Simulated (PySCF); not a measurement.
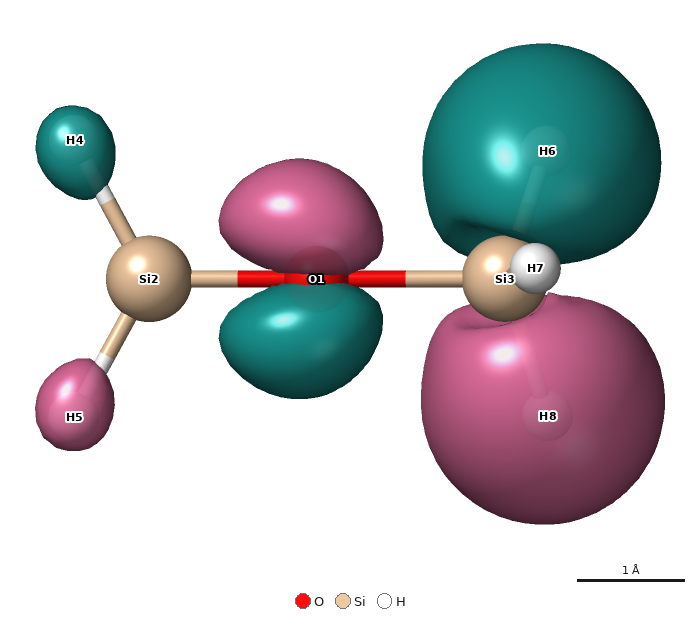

Figure 1: H₅OSi₂ (SMILES [SiH2+]O[SiH3]) (charge +1). One frontier orbital at ±0.1 Å⁻³ᐟ² (teal and pink are the two phases), seen across its widest extent.

Geometry: BLYP-D3(BJ)/def2-SVP.

The calculation used Gaussian-basis quantum chemistry of an isolated molecule with PySCF, energy and nuclear gradient, functional PBE0 in PySCF.

The calculation's input:

```
from pyscf import gto, dft

mol = gto.M(
    atom='''
O       -2.603351       1.064428       1.622298
Si      -2.764699       0.926954       3.187866
Si      -2.411048       1.223336      -0.133674
H       -1.556196       0.651633       4.004083
H       -4.118621       1.077633       3.776534
H       -1.060291       1.819923      -0.305899
H       -2.524992      -0.181002      -0.610545
H       -3.530968       2.105489      -0.554632
''',
    charge=1,
    verbose=3,
    basis='def2-tzvpd',
    max_memory=3720,
)

myscf = dft.RKS(mol, xc='pbe0')
myscf = myscf.density_fit(auxbasis='def2-universal-jkfit')
myscf.grids.level = 3
myscf.max_cycle = 100
myscf.conv_tol = 1e-09
myscf.kernel()
if not myscf.converged:
    myscf = myscf.newton().run(myscf.mo_coeff, myscf.mo_occ)

e_final = myscf.e_tot
print('Final energy', e_final)
grad = myscf.nuc_grad_method().kernel()
dip = myscf.dip_moment()
pop, q = myscf.mulliken_pop()
```

Launched as:

```sh
OMP_NUM_THREADS=2 python job.py
```

Which orbital is it: HOMO or LUMO?

Answer. The HOMO, at −14.04 eV. Its weight (Hirshfeld) is mainly on Si3 (about 35 %), H6 (about 20 %), H8 (about 20 %) and O1 (about 15 %).
